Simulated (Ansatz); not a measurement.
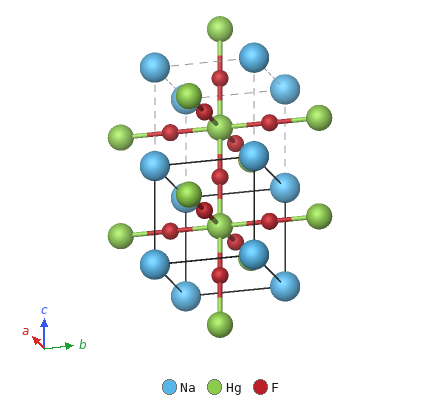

System NaHgF₃ (space group Pm-3m, No. 221); source of the atomic positions: the end point of a relaxation with DFT, r2SCAN+rVV10, plane waves, PAW (Ansatz); the starting structure was generated, so it need not be a known form of this composition.

Bonds are taken as F–Hg below 2.5 Å; Na is left out of the net, as the electropositive filling of the structure; no other contact counts. Atoms with one bond or none are removed and atoms with two bonds are replaced by edges, until no such atom is left.

**What kind of net remains, and which atoms are its nodes?**

A uninodal 6-connected, three-periodic net: Hg is a 6-connected node. F becomes part of the edges.

**Which named net is it?**

It is the pcu net, known from NaCl, ReO3 and the B-X framework of perovskite.

**Is the net interpenetrated?**

It is a single net, without interpenetration.

**How many nodes does the smallest cycle have?**

Four.

The simplified net, drawn on the atoms' positions. Nodes are coloured by element. Short stubs are edges that leave the cut-out.

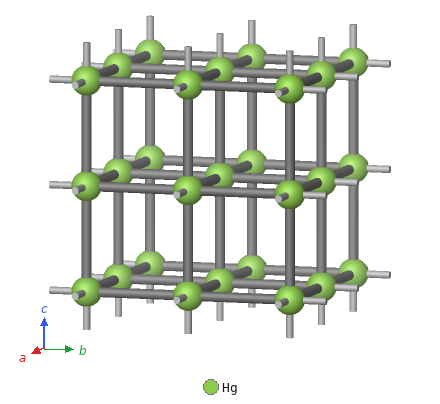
